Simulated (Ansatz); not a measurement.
## Single-point calculation of Ga$_{3}$SiN$_{3}$ (part 1 of 3)

The run: single-point calculation of Ga$_{3}$SiN$_{3}$ (slab, 7 atoms in the cell). Method and program: DFT, PBE, plane waves, PAW, PAW set soft_1, spin-polarised (Ansatz 0.2.0).

The structure derives from a Materials Project entry. Figures and captions count atoms from 1; the log counts them from 0 in places.

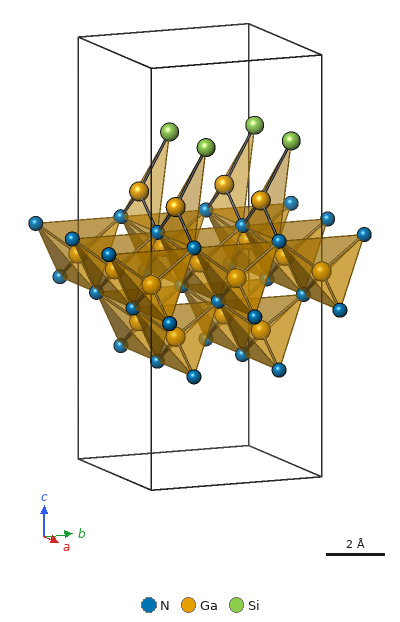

**Figure 1.** The structure as given in the input (polyhedral view of the 2 × 2 repeat of the cell, with the vacuum cut short, seen slightly off an axis; polyhedra are completed across the faces of the cell).

## Input file
```yaml
crystal:
  lattice:
    - [3.2165072845, 0.0, 0.0]
    - [0.0, 3.2165072845, 0.0]
    - [0.0, 0.0, 21.2198072894]
  atoms:
    - { symbol: "N", position: [0.0, 0.5, 0.1885031257] }
    - { symbol: Ga, position: [0.5, 0.5, 0.2420948968] }
    - { symbol: "N", position: [0.5, 0.0, 0.295686668] }
    - { symbol: Ga, position: [0.0, 0.0, 0.3470972838] }
    - { symbol: "N", position: [0.0, 0.5, 0.402997064] }
    - { symbol: Ga, position: [0.5, 0.5, 0.4580535137] }
    - { symbol: Si, position: [0.75, 0.75, 0.5607867693], spin: 2.0 }
basis:
  ecutwfc: "44.1 Ry"
kpoints:
  mp_grid: { grid: [8, 8, 1] }
hamiltonian:
  xc: pbe
  pseudopotentials: { kind: paw, azcp: { folder: soft_1 } }
scf:
  occupations: { method: gaussian, width: 0.05 }
output:
  forces: true
  eigenvalues: true
magnetization:
  spin_polarized: true
efield:
  axis: 3
  dipole_correction: true
  ramp_width: 0.04
```

Hardware: 2 threads of Intel Xeon (Sapphire Rapids), 32 GiB of memory available, shared host.

Command:
```bash
ansatz run input.yaml --threads 2 --pin off --max-ram 6144MiB --backend cpu --events-out ev --progress --plain --runs-dir out
```

## What the program printed
```
Engine: ansatz 0.2.0, x86_64-unknown-linux-gnu
Pseudopotentials: kind: paw
Pseudopotential: N, paw, valence charge 5, recommended cutoff 420 eV (normal), [file]
Pseudopotential: Ga, paw, valence charge 13, recommended cutoff 420 eV (normal), [file]
Pseudopotential: Si, paw, valence charge 4, recommended cutoff 420 eV (normal), [file]
Functional definition: PBE
  parameter kappa = 0.804
  parameter beta = 0.06672455060314922
  exchange = pbe_x(kappa = kappa, mu = beta*pi^2/3)
  correlation = pbe_c(beta = beta)
Crystal: 7 atoms, lattice volume = 219.538 Å³
Basis set: ecut = 600.0110667240353 eV, 7373 PW (Γ), exchange–correlation on 54×54×360 points (8 copies of the dense FFT grid, shifted against one another)
Bands: 37, of which v1, the nominal top of the filled ones, is band 29 counted from 1 (28 counted from 0)
Symmetry: 1 space group operations
k-points: 34 of 64 (time reversal used)
Non-local potential: N, projectors of the file, l = 0: 2, l = 1: 2, l = 2: 1
Non-local potential: Ga, projectors of the file, l = 0: 2, l = 1: 2, l = 2: 3, l = 3: 1
Non-local potential: Si, projectors of the file, l = 0: 2, l = 1: 2, l = 2: 1
PAW form: soft (Blöchl's): semilocal exchange-correlation on the pseudo side does not see the compensation charge
PAW one-centre angular grid: N, 110 points (default); XC on 64 Gauss nodes
PAW one-centre angular grid: Ga, 590 points (default); XC on 64 Gauss nodes
PAW one-centre angular grid: Si, 110 points (default); XC on 64 Gauss nodes
Initial density: superposition of atomic densities (neutral atoms: chi_scale 0, normalization atom)
Starting moments: Σ|m| = 2 μB on 1 of 7 sites
Initial wavefunctions: pseudopotential atomic-orbital guess
Functional: x = pbe(κ = 0.804, μ = 0.2195149727645171), c = pbe(β = 0.06672455060314922)
```
